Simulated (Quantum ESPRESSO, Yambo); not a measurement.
# Excitons of Te2Mo (P6_3/mmc) on ever denser meshes, part 2 of 5

Aim: the absorption spectrum of Te2Mo (P6_3/mmc) with electron-hole interaction, and what each part of the kernel does.

Quantum ESPRESSO 7.5 and Yambo 5.3.0; PBE and many-body steps on it, plane waves. Known limits of the many-body steps: not at the basis limit; no spin-orbit coupling; coarse k mesh; bindings not settled in the k mesh.

So far. Step 4 (Screening and self-energy, 3×3×1 mesh, 182 bands …): The gap on the mesh goes from 0.97 eV to 1.42 eV, a correction of +0.45 eV. Step 5 (Empty states on the mesh, 3×3×1 mesh, 97 bands): On this mesh the gap is 0.975 eV.

## (7) Excitons

Light makes an electron and a hole together. The Bethe-Salpeter equation adds their screened attraction and their exchange, in a window of bands around the gap.

This step: Bethe-Salpeter equation on PBE with a scissors shift, plane waves, norm-conserving pseudopotentials.

bse3.in reads:

```
optics
bss
bse
em1s
dipoles
rim_cut
RandQpts= 1000000
RandGvec= 1 RL
Chimod= "HARTREE"
BSKmod= "SEX"
BSEmod= "resonant"
BSSmod= "d"
BSENGexx= 20 Ry
BSENGBlk= 4 Ry
% BSEQptR
 1 | 1 |
%
% BSEBands
 54 | 66 |
%
% BEnRange
 0 | 4 | eV
%
% BDmRange
 0.1 | 0.1 | eV
%
BEnSteps= 81
% BLongDir
 1 | 0 | 0 |
%
% BndsRnXs
 45 | 97 |
%
NGsBlkXs= 4 Ry
% LongDrXs
 1 | 1 | 1 |
%
% KfnQP_E
 0.433 | 1.0 | 1.0 |
%
WRbsWF
FFTGvecs= 40 Ry
```

The run is started by

```
$ OMP_NUM_THREADS=2 mpirun -n 4 yambo -F bse3.in -J bse3 -C bse3 > bse3.log
```

What it wrote:

```text
 Yambo, version 5.3.0

 [02] CORE Variables Setup
 =========================

  [... cell, symmetries and grids as in the set-up ...]

  [02.05] Energies & Occupations
  ==============================

  [X] === General ===
  [X] Electronic Temperature                        :  0.000000  0.000000 [eV K]
  [X] Bosonic    Temperature                        :  0.000000  0.000000 [eV K]
  [X] Finite Temperature mode                       : no
  [X] El. density                                   :  0.82783E+24 [cm-3]
  [X] Fermi Level                                   :  13.90104 [eV]

  [X] === Gaps and Widths ===
  [X] Conduction Band Min                           :  0.974609 [eV]
  [X] Valence Band Max                              :  0.000000 [eV]
  [X] Filled Bands                                  :   62
  [X] Empty Bands                                   :   63   97
  [X] Direct Gap                                    :  1.038159 [eV]
  [X] Direct Gap localized at k                     :  3
  [X] Indirect Gap                                  :  0.974609 [eV]
  [X] Indirect Gap between kpts                     :  1  3
  [X] Last valence band width                       :  0.752227 [eV]
  [X] 1st conduction band width                     :  1.931069 [eV]

 [03] Transferred momenta grid and indexing
 ==========================================

 [BZ sampling] Q-grid is User defined and/or read from the database

 IBZ Q-points                                      :  3
 BZ  Q-points                                      :   9

 K/Q-points units:
 rlu = crystal or reduced units; cc = cartesian coordinates; iku = interal k-units

 Q [1]          [rlu]:  0.000000  0.000000  0.000000
 Q [2]          [rlu]:  0.88392E-16  0.33333       0.0000
 Q [3]          [rlu]:  0.333333  0.333333  0.000000

  [03.01] X + BSE indexes
  =======================

   [03.01.01] Sigma indexes
   ========================

 [04] Coloumb potential Random Integration (RIM)
 ===============================================

  [04.01] RIM initialization
  ==========================

  * Diagonal components only detected *

  8 x (sBL volume)        :  0.218128 [a.u.]
  sBZ random points       :  1000000
  Points outside the sBZ  :   7981908
  RL volume               :  0.245393 [a.u.]
  Integrated volume       :  0.245950 [a.u.]

  [04.02] RIM integrals
  =====================

  Gamma point sphere radius             :  0.109191 [a.u.]
  Points outside the sphere             :   799866
  [Int_sBZ(q=0) 1/q^2]*(Vol_sBZ)^(-1/3) =:  7.605463
                                 should be <:  7.795600

  Summary of Coulomb integrals for non-metallic bands |Q|[au] RIM/Bare

  Q [1] 0.100000E-4 0.975610 * Q [2] 0.363755 1.111704
  Q [3] 0.630042 1.038263

 [05] External/Internal QP corrections
 =====================================

 [QP_apply] Action to be applied: USER defined scissor

  [05.01]  QP corrections report
  ==============================

  [K+QP] === General ===
  [K+QP] Electronic Temperature                     :  0.000000  0.000000 [eV K]
  [K+QP] Bosonic    Temperature                     :  0.000000  0.000000 [eV K]
  [K+QP] Finite Temperature mode                    : no
  [K+QP] El. density                                :  0.82783E+24 [cm-3]
  [K+QP] Fermi Level                                :  0.000000 [eV]

  [K+QP] === Gaps and Widths ===
  [K+QP] Conduction Band Min                        :  1.407609 [eV]
  [K+QP] Valence Band Max                           :  0.000000 [eV]
  [K+QP] Filled Bands                               :   62
  [K+QP] Empty Bands                                :   63   97
  [K+QP] Direct Gap                                 :  1.471159 [eV]
  [K+QP] Direct Gap localized at k                  :  3
  [K+QP] Indirect Gap                               :  1.407609 [eV]
  [K+QP] Indirect Gap between kpts                  :  1  3
  [K+QP] Last valence band width                    :  0.752227 [eV]
[...]
MATRIX transfer (X_G_finite_q_X_redux_1_1) :      0.0001s P1 ( 3 calls,   0.041 msec avg) [MAX]      0.0001s P3 ( 3 calls,   0.021 msec avg) [min]
                         IO_and_Messaging_switch :      0.0001s P1 (42 calls,   0.002 msec avg) [MAX]      0.0001s P4 (36 calls,   0.002 msec avg) [min]
                              BSE matrix filling :      0.0002s P1 [MAX]      0.0001s P4 [min]
                          BSE components folding :      0.0001s P1 [MAX]      0.0001s P2 [min]
                                       X (REDUX) :      0.0047s P4 ( 3 calls,   1.581 msec avg) [MAX]      0.0002s P1 ( 3 calls,   0.051 msec avg) [min]
                                    scatter_Gamp :      0.0002s P3 ( 3 calls,   0.074 msec avg) [MAX]      0.0002s P1 ( 3 calls,   0.060 msec avg) [min]
                                    PP_uspp_init :      0.0003s P1 (11 calls,   0.026 msec avg) [MAX]      0.0002s P3 ( 8 calls,   0.024 msec avg) [min]
                              BSE matrix (REDUX) :      0.0007s P4 [MAX]      0.0006s P1 [min]
                                   X (procedure) :      0.0057s P1 ( 3 calls,   1.913 msec avg) [MAX]      0.0011s P2 ( 3 calls,   0.361 msec avg) [min]
                                      Xo (REDUX) :      0.0214s P3 ( 3 calls,   7.124 msec avg) [MAX]      0.0027s P1 ( 3 calls,   0.884 msec avg) [min]
                                  eval_G_minus_G :      0.0037s P1 [MAX]      0.0037s P2 [min]
                               SERIAL_lin_system :      0.0039s P1 ( 3 calls,   1.311 msec avg)
                                     BSE dipoles :      0.0041s P2 [MAX]      0.0041s P4 [min]
                                        io_QINDX :      0.0084s P1 ( 5 calls,   1.681 msec avg) [MAX]      0.0043s P4 ( 3 calls,   1.427 msec avg) [min]
                                           io_BS :      0.0057s P1 (14 calls,   0.407 msec avg) [MAX]      0.0045s P3 ( 9 calls,   0.505 msec avg) [min]
                                 bz_samp_indexes :      0.0055s P1 [MAX]      0.0055s P2 [min]
                                     K_WF_phases :      0.1276s P4 [MAX]      0.0056s P1 [min]
                                      T_space IP :      0.0062s P2 [MAX]      0.0062s P1 [min]
                                            io_X :      0.0190s P1 (15 calls,   1.268 msec avg) [MAX]      0.0074s P3 (15 calls,   0.494 msec avg) [min]
                                      io_DIPOLES :      0.0138s P1 (13 calls,   1.065 msec avg) [MAX]      0.0086s P3 ( 9 calls,   0.957 msec avg) [min]
                                     io_KB_pwscf :      0.0114s P4 ( 5 calls,   2.277 msec avg) [MAX]      0.0112s P2 ( 5 calls,   2.250 msec avg) [min]
                               T_space CORR Osc. :      0.1315s P1 ( 8 calls,  16.435 msec avg) [MAX]      0.0169s P4 ( 3 calls,   5.634 msec avg) [min]
                                         io_GROT :      0.0192s P2 ( 2 calls,   9.605 msec avg) [MAX]      0.0184s P4 ( 2 calls,   9.191 msec avg) [min]
                                     io_fragment :      0.0289s P1 (33 calls,   0.877 msec avg) [MAX]      0.0232s P3 (22 calls,   1.056 msec avg) [min]
                            X T_space Kernel sum :      0.3692s P1 (16 calls,  23.074 msec avg) [MAX]      0.0249s P4 ( 6 calls,   4.147 msec avg) [min]
                                       FFT_setup :      0.0362s P1 (11 calls,   3.290 msec avg) [MAX]      0.0283s P4 ( 8 calls,   3.537 msec avg) [min]
                                T_space EXX Osc. :      0.0597s P1 ( 6 calls,   9.949 msec avg) [MAX]      0.0290s P4 ( 3 calls,   9.683 msec avg) [min]
                                           io_WF :      0.0427s P1 (38 calls,   1.123 msec avg) [MAX]      0.0336s P4 (28 calls,   1.200 msec avg) [min]
                                     WF_load_FFT :      0.0572s P1 (11 calls,   5.198 msec avg) [MAX]      0.0433s P3 ( 8 calls,   5.415 msec avg) [min]
                SERIAL_HERMITIAN_diagonalization :      0.1131s P3 [MAX]      0.1123s P1 [min]
                                  LINEAR ALGEBRA :      0.1162s P1 ( 4 calls,  29.062 msec avg) [MAX]      0.1125s P2 [min]
                                    Diago Solver :      0.1267s P1 [MAX]      0.1217s P3 [min]
                                X T_space Kernel :      0.5918s P1 [MAX]      0.2196s P4 [min]
                                  Xo (procedure) :      0.2891s P4 ( 3 calls,  96.383 msec avg) [MAX]      0.2719s P3 ( 3 calls,  90.632 msec avg) [min]
                                             RIM :      0.4769s P1 [MAX]      0.4767s P3 [min]
                                  DIPOLE_g_space :      0.9880s P2 [MAX]      0.9536s P3 [min]
                                         Dipoles :      2.0000s P1 [MAX]      2.0000s P2 [min]

 [11] Game Over & Game summary
```

The job ended after 4.3 s (4 MPI ranks of Arm Neoverse V2, shared host; peak memory 1.1 GiB; 18 s of CPU time).

Numbers from this step:

```yaml
transitions_in_the_window: 324
direct_gap_of_the_transition_levels: 1.471 eV
lowest_state: 1.286 eV
first_strong_exciton_over_a_fiftieth_of_the_strongest_listed: 1.286 eV
binding_of_the_lowest_state_below_the_direct_gap: 0.1850 eV
coulomb_term_of_one_mesh_cell: 0.2016 eV
```

The binding is 0.92 times the screened Coulomb term of one mesh cell (0.20 eV), so it is not shown settled.

The lowest state lies at 1.286 eV, 0.185 eV under the direct gap.

Lines within 3 meV are set at the lowest of them, and the highest group, which the list may cut short, is left out; lines within 3 meV are set at the lowest of them, and the highest group, which the list may cut short, is left out. Lines of the exciton spectrum (strongest = 100):

```
position (eV)  lines merged  strength, relative
        1.286             4                 100
        1.486             1                 0.0
        1.513             1                 0.0
        1.621             4                 8.6
        1.718             1                 0.0
        1.837             1                 0.0
        2.096             2                 0.0
        2.119             2                 0.0
        2.148             2                 3.8
        2.233             2                 0.0
```

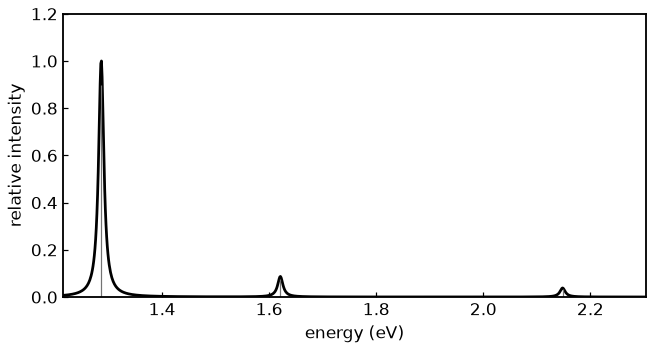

The exciton spectrum, broadened with Lorentzians of width 0.012 eV; bars mark the lines.

The ε₂ has structure finer than the step of the table below, so its rows give means over 0.25 eV, whole bins alone (the curve runs from 0 to 4 eV). Peaks (eV: height): BSE 1.300: 53.0, 2.550: 28.5, 3.000: 36.8; no electron-hole interaction 1.500: 38.7, 1.700: 29.5, 3.200: 28.4.

Field along x; broadening 0.1 eV; transition window only. Limits: finite bands, cutoff and mesh; no spin-orbit coupling; coarse k mesh; exciton not shown settled in the k mesh. Table of ε₂ by photon energy; means over each step:

```
photon energy (eV)    BSE  no electron-hole interaction
              0.25  0.661                         0.467
              0.50   1.08                         0.685
              0.75   2.17                          1.14
              1.00   7.30                          2.39
              1.25   36.7                          9.50
              1.50   15.3                          31.3
              1.75   5.67                          21.4
              2.00   3.87                          5.24
              2.25   7.02                          3.64
              2.50   21.7                          5.64
              2.75   20.8                          16.4
              3.00   28.3                          24.6
              3.25   8.96                          22.6
              3.50   4.25                          8.97
              3.75   2.34                          3.54
```

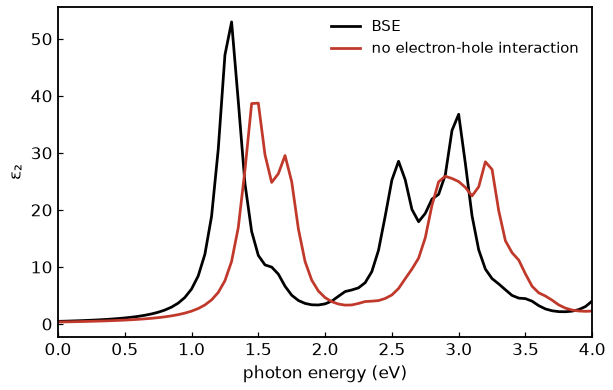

ε₂ against photon energy.

## (8) Triplet (no exchange term)

bse4.in, as its differences from bse3.in of step 7:

```diff
@@ -12,3 +12,3 @@
 BSSmod= "d"
-BSENGexx= 20 Ry
+BSENGexx= 1 RL
 BSENGBlk= 4 Ry
```

The run is started by

```
$ OMP_NUM_THREADS=2 mpirun -n 4 yambo -F bse4.in -J bse4,bse3_W -C bse4 > bse4.log
```

What it wrote:

```text
 Yambo, version 5.3.0

 [02] CORE Variables Setup
 =========================

  [... cell, symmetries and grids as in the set-up ...]

  [02.05] Energies & Occupations
  ==============================

  [X] === General ===
  [X] Electronic Temperature                        :  0.000000  0.000000 [eV K]
  [X] Bosonic    Temperature                        :  0.000000  0.000000 [eV K]
  [X] Finite Temperature mode                       : no
  [X] El. density                                   :  0.82783E+24 [cm-3]
  [X] Fermi Level                                   :  13.90104 [eV]

  [X] === Gaps and Widths ===
  [X] Conduction Band Min                           :  0.974609 [eV]
  [X] Valence Band Max                              :  0.000000 [eV]
  [X] Filled Bands                                  :   62
  [X] Empty Bands                                   :   63   97
  [X] Direct Gap                                    :  1.038159 [eV]
  [X] Direct Gap localized at k                     :  3
  [X] Indirect Gap                                  :  0.974609 [eV]
  [X] Indirect Gap between kpts                     :  1  3
  [X] Last valence band width                       :  0.752227 [eV]
  [X] 1st conduction band width                     :  1.931069 [eV]

 [03] Transferred momenta grid and indexing
 ==========================================

 IBZ Q-points                                      :  3
 BZ  Q-points                                      :   9

 K/Q-points units:
 rlu = crystal or reduced units; cc = cartesian coordinates; iku = interal k-units

 Q [1]          [rlu]:  0.000000  0.000000  0.000000
 Q [2]          [rlu]:  0.88392E-16  0.33333       0.0000
 Q [3]          [rlu]:  0.333333  0.333333  0.000000

[...]
io_QINDX :      0.0045s P2 ( 3 calls,   1.512 msec avg) [MAX]      0.0044s P1 ( 3 calls,   1.465 msec avg) [min]
                           K_WF_phases :      0.0405s P3 [MAX]      0.0056s P1 [min]
                            io_DIPOLES :      0.0063s P1 ( 5 calls,   1.263 msec avg) [MAX]      0.0057s P3 ( 4 calls,   1.413 msec avg) [min]
                            T_space IP :      0.0062s P1 [MAX]      0.0062s P3 [min]
                           io_fragment :      0.0166s P1 (19 calls,   0.873 msec avg) [MAX]      0.0122s P4 (14 calls,   0.874 msec avg) [min]
                                 io_WF :      0.0241s P1 (24 calls,   1.003 msec avg) [MAX]      0.0149s P4 (14 calls,   1.063 msec avg) [min]
                             FFT_setup :      0.0232s P1 ( 8 calls,   2.895 msec avg) [MAX]      0.0157s P4 ( 5 calls,   3.146 msec avg) [min]
                                  io_X :      0.0165s P3 (14 calls,   1.180 msec avg) [MAX]      0.0165s P2 (14 calls,   1.178 msec avg) [min]
                     T_space CORR Osc. :      0.1309s P1 ( 8 calls,  16.356 msec avg) [MAX]      0.0166s P4 ( 3 calls,   5.534 msec avg) [min]
                           WF_load_FFT :      0.0308s P1 ( 7 calls,   4.405 msec avg) [MAX]      0.0180s P4 ( 4 calls,   4.490 msec avg) [min]
                  X T_space Kernel sum :      0.2760s P1 (16 calls,  17.252 msec avg) [MAX]      0.0186s P4 ( 6 calls,   3.094 msec avg) [min]
                               io_GROT :      0.0202s P1 ( 2 calls,  10.077 msec avg) [MAX]      0.0199s P2 ( 2 calls,   9.969 msec avg) [min]
                      T_space EXX Osc. :      0.0598s P1 ( 6 calls,   9.971 msec avg) [MAX]      0.0308s P3 ( 3 calls,  10.257 msec avg) [min]
      SERIAL_HERMITIAN_diagonalization :      0.1124s P1 [MAX]      0.1120s P2 [min]
                        LINEAR ALGEBRA :      0.1124s P1 [MAX]      0.1120s P2 [min]
                          Diago Solver :      0.1264s P1 [MAX]      0.1211s P3 [min]
                      X T_space Kernel :      0.4989s P1 [MAX]      0.1283s P4 [min]

 [11] Game Over & Game summary
[key lines of the parts left out:]
Dipoles :      0.0025s P1 [MAX]      0.0025s P2 [min]
```

Elapsed: 1.5 s, on 4 MPI ranks; peak memory 0.27 GiB.

The lowest triplet lies at 1.164 eV; without spin-orbit coupling triplets are dark, so no spectrum is read.

## (9) Empty states on the mesh, 6×6×2 mesh, 97 bands

This step: Quantum ESPRESSO 7.5; DFT, PBE, plane waves, norm-conserving pseudopotentials.

pw.in reads:

```
&control
  calculation = 'nscf'
  prefix = 'x'
  outdir = 'o'
  pseudo_dir = 'pseudo'
/
&system
  ibrav = 0
  nat = 6
  ntyp = 2
  ecutwfc = 88.0
  nbnd = 97
  force_symmorphic = .true.
/
&electrons
  conv_thr = 1e-9
  electron_maxstep = 80
  diago_full_acc = .true.
  diago_thr_init = 5e-6
/
ATOMIC_SPECIES
  Te 127.6 Te.upf
  Mo 95.95 Mo.upf
CELL_PARAMETERS angstrom
  3.5182000000 -0.0000000000 0.0000000000
  -1.7591000000 3.0468505756 0.0000000000
  0.0000000000 0.0000000000 13.9736000000
ATOMIC_POSITIONS crystal
  Te 0.3333333333 0.6666666667 0.6210000000
  Te 0.6666666667 0.3333333333 0.1210000000
  Te 0.3333333333 0.6666666667 0.8790000000
  Te 0.6666666667 0.3333333333 0.3790000000
  Mo 0.3333333333 0.6666666667 0.2500000000
  Mo 0.6666666667 0.3333333333 0.7500000000
K_POINTS automatic
  6 6 2 0 0 0
```

The run is started by

```
$ OMP_NUM_THREADS=1 mpirun -n 8 pw.x -nk 4 -in pw.in > pw.out
```

What it wrote:

```text
[banner, memory and clock lines left out]
Program PWSCF v.7.5 starts

     Atomic positions and unit cell read from directory:
     o/x.save/

     Message from routine setup:
     using ibrav=0 with symmetry is DISCOURAGED, use correct ibrav instead

     bravais-lattice index     =            0
     lattice parameter (alat)  =       6.6484  a.u.
     unit-cell volume          =    1010.8264 (a.u.)^3
     number of atoms/cell      =            6
     number of atomic types    =            2
     number of electrons       =       124.00
[...]
-145.4667-145.4667-145.4667-145.4667 -95.5147 -95.5147 -95.5147 -95.5147
[...]
28.8908

          k = 0.0000 0.1925 0.0000 ( 14059 PWs)   bands (ev):

  -145.4667-145.4667-145.4667-145.4667 -95.5148 -95.5148 -95.5147 -95.5147
[...]
24.1206  24.4211  24.4951  24.9823  25.1155  25.3660  25.6374  25.6947
    26.0658  26.0762  26.6210  27.2472  27.6623  28.3649  28.4038  28.6185
    28.7425

          k = 0.0000 0.1925-0.1259 ( 14044 PWs)   bands (ev):

     [... further k-points ...]

     highest occupied, lowest unoccupied level (ev):    13.9010   14.7296

     XML data file, pseudopotentials, collected wavefunctions
```

Elapsed: 24 s, on 8 MPI ranks; peak memory 1 GiB.

This step gave:

```
gap                                                           : 0.8285 eV
k of the valence top                                          : 0, 0, 0
k of the conduction bottom                                    : 0.1667, 0.1667, 0
least direct gap                                              : 1.038 eV
k points computed                                             : 14
lowest point of the top converged band, above the valence top : 14.49 eV
```

On this mesh the gap is 0.829 eV.

## (10) Conversion and set-up

This step: Yambo 5.3.0; conversion and set-up on PBE, plane waves, norm-conserving pseudopotentials.

The run is started by

```
$ (cd o/x.save; p2y > p2y.log; mv SAVE ../..); yambo > setup.log
```

What it wrote:

```text
 Yambo, version 5.3.0

 [02] CORE Variables Setup
 =========================

  [02.01] Unit cells
  ==================

  Cell kind             :  HCP
  Atoms in the cell     :  Te  Mo
  number of Te atoms    :   4
  number of Mo atoms    :  2

  List of atomic masses
  Mass of Te    :  127.6000
  Mass of Mo    :  95.95000

  List of atomic coordinates    : [cc]
  Te1       : -0.33242E-09   3.8385       16.398      order 1
  Te2       :  3.324217  1.919238  3.195160  order 2
  Te3       : -0.33242E-09   3.8385       23.211      order 3
[...]
Q [ 1]         [rlu]:  0.000000  0.000000  0.000000
 Q [ 2]         [rlu]:  0.000000  0.000000 -0.500000
 Q [ 3]         [rlu]:  0.44196E-16  0.16667       0.0000
[...]
Q [ 8]         [rlu]: -0.13259E-15 -0.50000     -0.50000
 Q [ 9]         [rlu]:  0.166667  0.166667  0.000000
 Q [10]         [rlu]:  0.166667  0.166667 -0.500000
 Q [11]         [rlu]:  0.166667  0.333333  0.000000
 Q [12]         [rlu]:  0.166667  0.333333 -0.500000
 Q [13]         [rlu]:  0.333333  0.333333  0.000000
 Q [14]         [rlu]:  0.333333  0.333333 -0.500000

  [03.01] X indexes
  =================

   [03.01.01] Sigma indexes
   ========================

 [06] Game Over & Game summary
```

The job ended after 3.6 s (1 MPI rank; peak memory 0.26 GiB).

[end of part 2 of 5]

[Paths, hosts, dates, memory and timing lines, banners, echoed tables and standing remarks are left out of the program output.]

[Logs are printed without paths, hosts, clocks, repeated set-up lines and the standing remarks that a program may print on its own settings, such as how far it seeks lower states.]

[Runs of the session that timed out or met a known fault of the program may be left out.]

[Hosts, paths, dates, database ids (printed as entryN), source tags and the programs' standing remarks are cut or masked in the printed files.]
